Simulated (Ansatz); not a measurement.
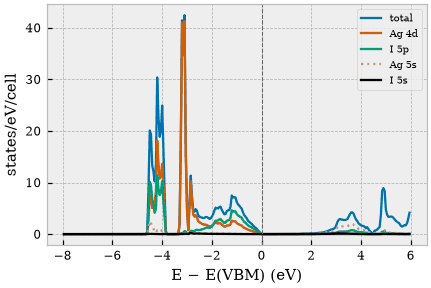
Total and projected density of states of AgI (wurtzite, P6_3mc), PBEsol (plane waves, PAW; program Ansatz)

**Question.** Which orbitals carry the states next to the gap?

**Answer.** Top 1 eV of the valence band: I 5p 64 %, Ag 4d 33 %. Bottom 1 eV of the conduction band: Ag 5s 68 %, I 5p 15 %, I 5s 14 %. Projections are on Löwdin-orthogonalised atomic valence shells; empty p or d shells of many metals are not among them.

**Question.** Where is the tallest occupied peak in this window, and what makes it?

**Answer.** Near -3.1 eV, about 42 states/eV per cell; the largest projected share is Ag 4d.

Symmetry was held in the PBEsol relaxation. No spin polarisation was allowed. Spin–orbit coupling is left out wherever it is not named.

Potentials: the later of the program's two PAW sets.
